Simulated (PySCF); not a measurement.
NMR shielding calculation of C$_{5}$H$_{14}$OSi$_{2}$

System: C$_{5}$H$_{14}$OSi$_{2}$.
Method: GIAO PBE0/pcSseg-1 NMR shielding, non-relativistic, gas phase (PySCF 2.14.0).

The geometry comes from this level: GFN2-xTB. It belongs to a series of runs on one base structure; here: S replaced by O. Figures and captions count atoms from 1; the log counts them from 0 in places.

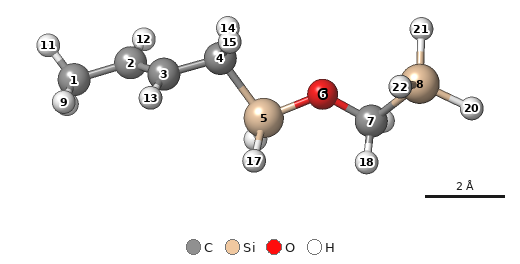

Figure 1. The structure as given in the input (ball-and-stick view, seen at a tilt; atoms are numbered from 1 in the order of the input).

**Key numbers**

```tsv
quantity	value
outcome	converged
total energy	−852.535659 hartree
HOMO	−6.74 eV
LUMO	0.39 eV
dipole moment	0.74 D
isotropic shielding, C	53.2 to 164.6 ppm
isotropic shielding, Si	367.2 to 421.6 ppm
isotropic shielding, O	338.9 ppm
isotropic shielding, H	26.0 to 30.1 ppm
hardware	1 CPU thread, shared host
wall time	1.8 min
peak memory	0.92 GiB
```

**Input file**
```
{"job": {"kind": "nmr", "xc": "PBE0", "basis": "pcSseg-1"}, "charge": 0, "multiplicity": 1}
C      4.445447    -0.355830     0.434452
C      3.032686    -0.038019     0.801567
C      2.122271     0.430445    -0.036424
C      0.709538     0.723956     0.313251
Si    -0.429421    -0.595678    -0.435145
O     -1.904941    -0.055680    -0.045931
C     -3.153560    -0.644861    -0.346321
Si    -4.403539     0.792675    -0.387440
H      4.632772    -0.130676    -0.612841
H      4.655096    -1.411528     0.608759
H      5.137143     0.222502     1.047643
H      2.770812    -0.212543     1.837913
H      2.386464     0.594396    -1.073567
H      0.591256     0.749801     1.396208
H      0.430146     1.705303    -0.072195
H     -0.160346    -1.924441     0.129025
H     -0.284208    -0.690048    -1.895026
H     -3.093291    -1.185433    -1.294642
H     -3.385575    -1.386205     0.424375
H     -5.738870     0.252855    -0.656764
H     -4.369338     1.463730     0.910449
H     -4.000954     1.714664    -1.448982
```

The first line tells a small driver script what to run in PySCF; the rest is the geometry in Å.

Launch command:
```bash
OMP_NUM_THREADS=1 python <driver script> task.json out
```

**What the program printed**
```
coarse grid: 18448 points
cycle   1  E = -852.3702229463  dE =  6.577e-01  |g| = 7.260e-01  |ddm| = 4.071e+00
cycle   2  E = -852.2451798905  dE =  1.250e-01  |g| = 1.092e+00  |ddm| = 1.655e+00
cycle   3  E = -852.4746773426  dE = -2.295e-01  |g| = 1.249e-01  |ddm| = 1.159e+00
cycle   4  E = -852.4775920383  dE = -2.915e-03  |g| = 3.922e-02  |ddm| = 1.322e-01
cycle   5  E = -852.4779830674  dE = -3.910e-04  |g| = 5.407e-03  |ddm| = 4.007e-02
cycle   6  E = -852.4779887802  dE = -5.713e-06  |g| = 1.992e-03  |ddm| = 6.517e-03
final grid: 166312 points
cycle   7  E = -852.5356310952  dE = -2.726e-05  |g| = 1.135e-02  |ddm| = 2.565e-02
cycle   8  E = -852.5356063239  dE =  2.477e-05  |g| = 1.602e-02  |ddm| = 1.977e-02
cycle   9  E = -852.5356580836  dE = -5.176e-05  |g| = 1.757e-03  |ddm| = 1.218e-02
cycle  10  E = -852.5356587742  dE = -6.905e-07  |g| = 1.955e-04  |ddm| = 1.622e-03
cycle  11  E = -852.5356587807  dE = -6.563e-09  |g| = 1.038e-04  |ddm| = 2.587e-04
cycle  12  E = -852.5356587831  dE = -2.350e-09  |g| = 3.507e-05  |ddm| = 1.122e-04
cycle  13  E = -852.5356587833  dE = -2.767e-10  |g| = 6.092e-06  |ddm| = 3.097e-05
```

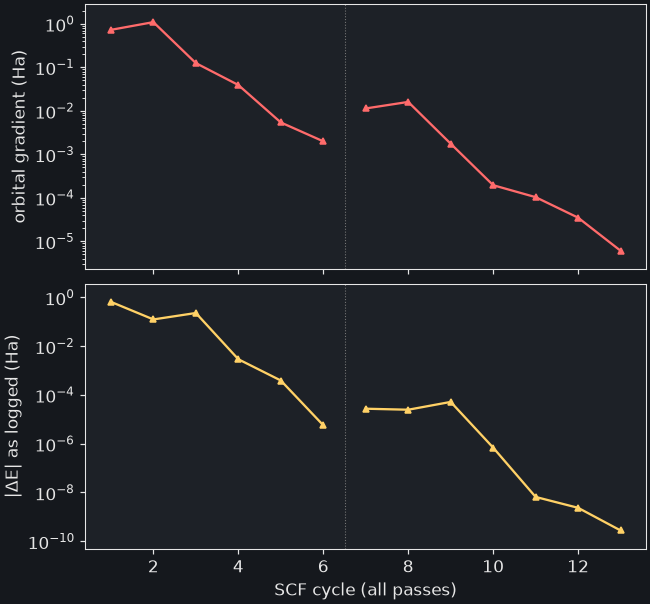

Figure 2. Convergence of the self-consistent field: orbital gradient and size of the energy change against the SCF cycle. The dotted line marks the change from a coarse to the final integration grid. The first 6 cycles use a coarse grid, the final grid takes over at cycle 7, and the field converges after 13 cycles in all.

```
converged SCF energy = -852.5356587833

GIAO shielding tensors (ppm)
atom      isotropic    diamagn.    paramagn.     s11        s22        s33       span
  0 C      164.617     245.927     -81.310    152.108    155.140    186.603     34.495
  1 C       53.175     257.065    -203.890    -58.624     70.568    147.582    206.206
  2 C       57.155     260.720    -203.565    -52.830     76.683    147.613    200.442
  3 C      162.160     255.427     -93.267    138.253    157.037    191.189     52.936
  4 Si     367.180     884.376    -517.196    325.972    338.201    437.365    111.393
  5 O      338.910     403.950     -65.040    322.539    338.452    355.739     33.200
  6 C      133.014     245.275    -112.261     98.478    108.901    191.663     93.185
  7 Si     421.558     878.519    -456.961    387.973    414.184    462.517     74.544
  8 H       30.082      28.273       1.809     26.520     29.648     34.078      7.558
  9 H       29.903      27.276       2.627     25.969     27.883     35.857      9.888
 10 H       29.859      25.376       4.483     25.935     27.603     36.040     10.105
 11 H       25.992      34.975      -8.983     23.737     24.226     30.014      6.276
 12 H       26.145      34.886      -8.741     23.747     24.869     29.820      6.074
 13 H       29.679      35.918      -6.238     25.683     30.311     33.043      7.360
 14 H       29.782      34.666      -4.883     25.382     29.312     34.653      9.271
 15 H       27.124      33.293      -6.170     23.857     26.322     31.192      7.335
 16 H       26.979      33.315      -6.336     23.618     26.239     31.081      7.463
 17 H       28.053      29.490      -1.436     23.405     27.403     33.351      9.946
 18 H       27.691      29.212      -1.521     22.955     26.798     33.322     10.367
 19 H       27.869      26.675       1.194     24.715     25.315     33.576      8.860
 20 H       27.761      28.541      -0.779     24.546     26.381     32.356      7.809
 21 H       27.832      28.565      -0.732     24.536     26.702     32.259      7.723
```

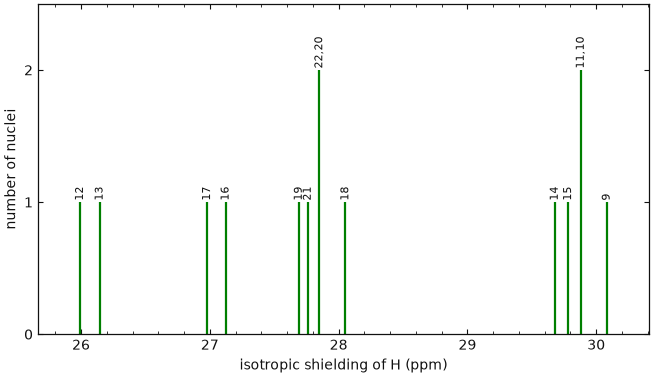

Figure 3. Isotropic shieldings of the hydrogen nuclei in this fixed geometry, labelled by atom number; shielding grows to the right, so chemical shift grows to the left. The least shielded is H12 (26.0 ppm), the most shielded H9 (30.1 ppm).
